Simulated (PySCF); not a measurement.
Cl₂Zn, SMILES [Cl][Zn][Cl] at its PBE0/def2-SVP optimised geometry (Å):

```
3

Zn     0.0000     0.0007     0.0000
Cl    -2.0972    -0.0007    -0.0005
Cl     2.0972     0.0007     0.0000
```

Method: PBE0/def2-TZVP (PySCF 2.14.0). Cells within 0.4 Å of a nucleus heavier than hydrogen are left out (blank, or x).

Map of the deformation density (molecule minus spherical neutral atoms) (e/bohr³) on the plane z = 0.0 Å:

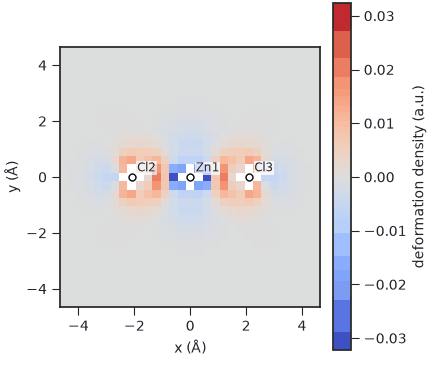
Fig. 1. Deformation density (molecule minus spherical neutral atoms) (e/bohr³) on the plane z = 0.0 Å.
